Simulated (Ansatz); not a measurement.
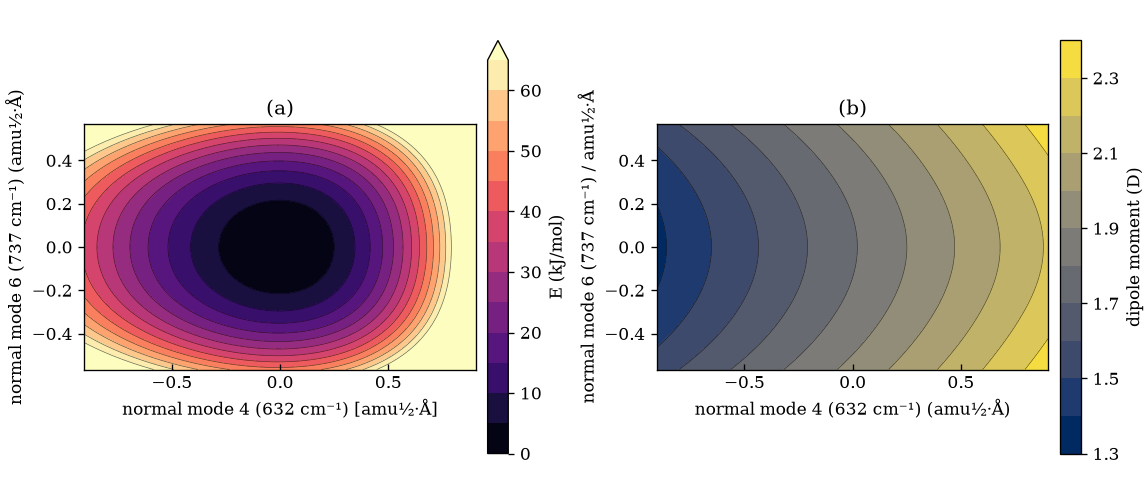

C₂H₃Si, SMILES [C]1=C[SiH2]1, spin multiplicity 2. First axis: normal mode 4 (632 cm⁻¹). Second axis: normal mode 6 (737 cm⁻¹). Nothing is relaxed (straight displacements along the two mass-weighted modes). The grid has 11 × 11 points; 67 points were computed and 54 follow by symmetry. Points are written as (first, second). Energies: kJ/mol, counted from the lowest grid point. Method: Ansatz 0.2.0, UKS PBE0-D4/def2-TZVP.

Panel (a) is the energy and panel (b) the computed dipole moment on the same grid.

The picture shows filled contours, one colour for all values above the top of the scale. Between grid points the surface is interpolated.

Question: How does the dipole moment vary over the map, and what is it at the lowest grid point?

Answer: Leaving out the highest fifth of the energies, it runs from 1.38 D at (−0.904 amu½·Å, 0.000 amu½·Å) to 2.15 D at (0.724 amu½·Å, −0.227 amu½·Å). At the lowest grid point, (0.000 amu½·Å, 0.000 amu½·Å), it is 1.79 D.

| normal mode 6 (737 cm⁻¹) ↓, normal mode 4 (632 cm⁻¹) → | −0.904 | −0.724 | −0.543 | −0.362 | −0.181 | 0.000 | 0.181 | 0.362 | 0.543 | 0.724 | 0.904 |
| --- | --- | --- | --- | --- | --- | --- | --- | --- | --- | --- | --- |
| 0.566 | 1.56 | 1.63 | 1.71 | 1.78 | 1.86 | 1.93 | 2.01 | 2.09 | 2.17 | 2.26 | 2.36 |
| 0.453 | 1.49 | 1.58 | 1.65 | 1.73 | 1.81 | 1.88 | 1.96 | 2.04 | 2.13 | 2.22 | 2.31 |
| 0.340 | 1.44 | 1.53 | 1.61 | 1.69 | 1.77 | 1.84 | 1.92 | 2.00 | 2.09 | 2.18 | 2.27 |
| 0.227 | 1.41 | 1.49 | 1.58 | 1.66 | 1.74 | 1.82 | 1.89 | 1.97 | 2.06 | 2.15 | 2.24 |
| 0.113 | 1.39 | 1.47 | 1.56 | 1.64 | 1.72 | 1.80 | 1.88 | 1.96 | 2.04 | 2.13 | 2.22 |
| 0.000 | 1.38 | 1.47 | 1.55 | 1.63 | 1.71 | 1.79 | 1.87 | 1.95 | 2.03 | 2.12 | 2.21 |
| −0.113 | 1.39 | 1.47 | 1.56 | 1.64 | 1.72 | 1.80 | 1.88 | 1.96 | 2.04 | 2.13 | 2.22 |
| −0.227 | 1.41 | 1.49 | 1.58 | 1.66 | 1.74 | 1.82 | 1.89 | 1.97 | 2.06 | 2.15 | 2.24 |
| −0.340 | 1.44 | 1.53 | 1.61 | 1.69 | 1.77 | 1.84 | 1.92 | 2.00 | 2.09 | 2.18 | 2.27 |
| −0.453 | 1.49 | 1.58 | 1.65 | 1.73 | 1.81 | 1.88 | 1.96 | 2.04 | 2.13 | 2.22 | 2.31 |
| −0.566 | 1.56 | 1.63 | 1.71 | 1.78 | 1.86 | 1.93 | 2.01 | 2.09 | 2.17 | 2.26 | 2.36 |
